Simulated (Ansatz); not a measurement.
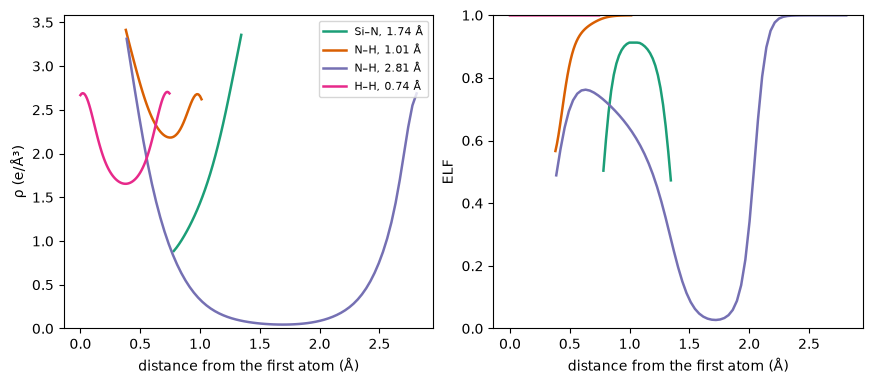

Figure 1: H$_{5}$NSi···H$_{2}$. Electron density and ELF along straight lines between neighbouring atoms. The curves leave out the atomic cores.

Level of theory: Ansatz 0.2.0, RKS B3LYP-D4/6-31G*.

```yaml
atoms:
  - { symbol: Si, position_ang: [-0.5997, 0.0672, -0.7374] }
  - { symbol: H, position_ang: [-0.1506, -0.1757, 3.4664] }
  - { symbol: H, position_ang: [0.7789, -0.0645, -0.1718] }
  - { symbol: H, position_ang: [-0.6592, 1.3730, -1.4459] }
  - { symbol: H, position_ang: [-0.7847, -1.0538, -1.6966] }
  - { symbol: N, position_ang: [-1.9167, 0.0239, 0.3918] }
  - { symbol: H, position_ang: [-2.1554, -0.8414, 0.8606] }
  - { symbol: H, position_ang: [-2.0864, 0.8167, 0.9985] }
  - { symbol: H, position_ang: [-0.4589, -0.1455, 2.7896] }
```

### Compare the contacts.

Si–N (1.74 Å): ρ at the midpoint is about 1.1 e/Å³; the ELF peaks at about 0.90 between the atoms; a polar covalent bond.
N–H (1.01 Å): the density is about 2.8 e/Å³ at the midpoint; the ELF climbs to about 1 towards the hydrogen, as it does in any bond to H (a covalent bond by its length).
N6···H9 (2.81 Å): the density falls to about 0.04 e/Å³ on the way; the ELF dips to about 0 between them; a weak contact between the two molecules.
H–H (0.74 Å): ρ at the midpoint is about 1.7 e/Å³; the ELF peaks at about 1 between the atoms.
